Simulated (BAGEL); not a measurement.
# HF/STO-3G (density fitting with qzvpp-jkfit) run of BH3BrO− (SMILES O[BH2-]Br)

Aim: the energy change on altering one bond length of BH3BrO− at HF/STO-3G (density fitting with qzvpp-jkfit), from 2 runs. 

The calculation is run with BAGEL 1.2.2.

8 further runs of the same task are left out: 6 that didn't finish, 2 set aside as unsound or not needed. Runs told in other sessions of the task aren't counted.

**1. The structure to begin with**

The species is BH3BrO− (6 atoms), meant as a singlet with charge -1. SMILES: `O[BH2-]Br`. The coordinates come from a GFN2-xTB relaxation. This is one conformer, not always the lowest.

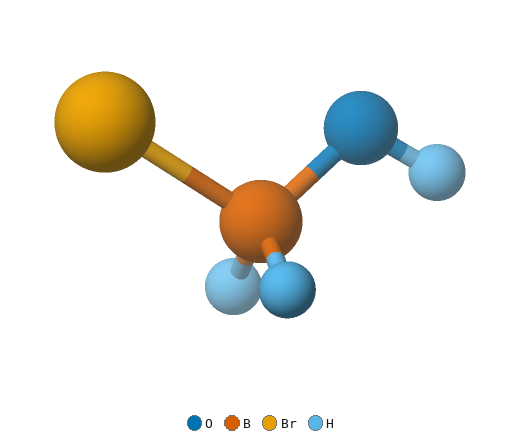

The structure, seen from a chosen angle (oxygen blue, boron orange, bromine amber, hydrogen blue).

**2. The energy at HF/STO-3G (density fitting with qzvpp-jkfit)**

Input file hf.json:

```json
{ "bagel": [

{
  "title": "molecule",
  "basis": "sto-3g",
  "df_basis": "qzvpp-jkfit",
  "angstrom": true,
  "geometry": [
    { "atom": "O", "xyz": [   -0.916460,   -0.732450,   -0.149690 ] },
    { "atom": "B", "xyz": [    0.226520,    0.173640,    0.035190 ] },
    { "atom": "Br", "xyz": [    1.516860,   -0.770630,    1.251950 ] },
    { "atom": "H", "xyz": [   -1.558130,   -0.301590,   -0.708590 ] },
    { "atom": "H", "xyz": [    0.820470,    0.405600,   -1.015130 ] },
    { "atom": "H", "xyz": [   -0.089260,    1.225430,    0.586270 ] }
  ]
},
{ "title": "hf", "charge": -1 },
{ "title": "print", "file": "orbitals.molden", "orbitals": true }

]}
```

Run with:

```bash
$ BAGEL_NUM_THREADS=1 BAGEL hf.json > hf.out
```

Standard output:

```text
* using 1 threads per process

  ===============================================================
  ===============================================================

  *** Geometry ***

  { "atom" : "O", "xyz" : [     -1.731858,     -1.384130,     -0.282873 ] },
  { "atom" : "B", "xyz" : [      0.428061,      0.328132,      0.066499 ] },
  { "atom" : "Br", "xyz" : [      2.866450,     -1.456280,      2.365843 ] },
  { "atom" : "H", "xyz" : [     -2.944439,     -0.569923,     -1.339041 ] },
  { "atom" : "H", "xyz" : [      1.550464,      0.766473,     -1.918318 ] },
  { "atom" : "H", "xyz" : [     -0.168677,      2.315727,      1.107890 ] },

  Number of auxiliary basis functions:      472

  Since a DF basis is specified, we compute 2- and 3-index integrals:
    o Being stored without compression. Storage requirement is 0.004 GB

  Number of basis functions:       31
  Number of electrons      :       51

    * METHOD: MOLECULE                             0.14

  *** RHF ***

  === Nuclear Repulsion ===
   146.8018949104

      * DIIS with orbital gradients will be used.

  === RHF iteration (sto-3g) ===
      0      -2644.52014743          0.01457993           0.02
      1      -2644.58751087          0.00303929           0.02
      2      -2644.59091287          0.00072638           0.02
      3      -2644.59117720          0.00004730           0.02
      4      -2644.59117823          0.00001139           0.02
      5      -2644.59117829          0.00000179           0.02
      6      -2644.59117829          0.00000039           0.02
      7      -2644.59117829          0.00000007           0.02
      8      -2644.59117829          0.00000001           0.02
      9      -2644.59117829          0.00000000           0.02
    * SCF iteration converged.

    * Permanent dipole moment:
           (   -0.486931,     0.399846,    -0.493530) a.u.

    * METHOD: HF                                   0.33

    * METHOD: PRINT                                0.00

  ===============================================================
```

It took 0.64 s on 1 thread of Arm Neoverse V2, shared host; peak memory 0.083 GiB.

**3. The distorted shape at the same level**

Input file input.json:

```json
{ "bagel": [

{
  "title": "molecule",
  "basis": "sto-3g",
  "df_basis": "qzvpp-jkfit",
  "angstrom": true,
  "geometry": [
    { "atom": "O", "xyz": [      -0.723926,      -0.861730,       0.018009 ] },
    { "atom": "B", "xyz": [       0.419054,       0.044360,       0.202889 ] },
    { "atom": "Br", "xyz": [       1.709394,      -0.899910,       1.419649 ] },
    { "atom": "H", "xyz": [      -1.558130,      -0.301590,      -0.708590 ] },
    { "atom": "H", "xyz": [       1.013004,       0.276320,      -0.847431 ] },
    { "atom": "H", "xyz": [       0.103274,       1.096150,       0.753969 ] }
  ]
},

{
  "title": "hf",
  "charge": -1
},

{
  "title": "print",
  "file": "orbitals.molden",
  "orbitals": true
}

]}
```

Run with:

```bash
$ BAGEL_NUM_THREADS=1 BAGEL input.json > input.out
```

Standard output:

```text
* using 1 threads per process

  ===============================================================
  ===============================================================

  *** Geometry ***

  { "atom" : "O", "xyz" : [     -1.368022,     -1.628434,      0.034032 ] },
  { "atom" : "B", "xyz" : [      0.791897,      0.083828,      0.383405 ] },
  { "atom" : "Br", "xyz" : [      3.230287,     -1.700583,      2.682748 ] },
  { "atom" : "H", "xyz" : [     -2.944439,     -0.569923,     -1.339041 ] },
  { "atom" : "H", "xyz" : [      1.914300,      0.522169,     -1.601413 ] },
  { "atom" : "H", "xyz" : [      0.195160,      2.071423,      1.424795 ] },

  Number of auxiliary basis functions:      472

  Since a DF basis is specified, we compute 2- and 3-index integrals:
    o Being stored without compression. Storage requirement is 0.004 GB

  Number of basis functions:       31
  Number of electrons      :       51

    * METHOD: MOLECULE                             0.14

  *** RHF ***

  === Nuclear Repulsion ===
   145.2841824403

      * DIIS with orbital gradients will be used.

  === RHF iteration (sto-3g) ===
      0      -2644.44878466          0.01776370           0.03
      1      -2644.54045501          0.00499106           0.02
      2      -2644.54787906          0.00099736           0.02
      3      -2644.54836746          0.00008957           0.02
      4      -2644.54837127          0.00001762           0.02
      5      -2644.54837144          0.00000459           0.02
      6      -2644.54837145          0.00000171           0.02
      7      -2644.54837146          0.00000048           0.02
      8      -2644.54837146          0.00000007           0.02
      9      -2644.54837146          0.00000002           0.02
     10      -2644.54837146          0.00000000           0.02
    * SCF iteration converged.

    * Permanent dipole moment:
           (   -0.683966,     0.482723,    -0.642295) a.u.

    * METHOD: HF                                   0.36

    * METHOD: PRINT                                0.00

  ===============================================================
```

It took 0.66 s on 1 thread of Arm Neoverse V2, shared host; peak memory 0.083 GiB.

**4. What came out**

Level: HF/STO-3G (density fitting with qzvpp-jkfit).

| quantity | value |
| --- | --- |
| first shape: total energy | -2644.59118 Eh |
| first shape: HOMO energy | -0.82 eV |
| first shape: LUMO energy | 20.30 eV |
| first shape: HOMO–LUMO gap (to an unbound level, set by the basis) | 21.12 eV |
| distorted shape: total energy | -2644.54837 Eh |
| distorted shape: HOMO energy | -1.00 eV |
| distorted shape: LUMO energy | 17.41 eV |
| distorted shape: HOMO–LUMO gap (to an unbound level, set by the basis) | 18.42 eV |
| energy change with the O1–H4 bond stretched from 0.954 to 1.240 Å | 1.165 eV |

What this shows: With the O1–H4 bond stretched from 0.954 to 1.240 Å the energy rises by 1.16 eV (27 kcal/mol). The first shape isn't relaxed at this level, so the change isn't measured from a minimum. The minimal basis adds a large error of its own.
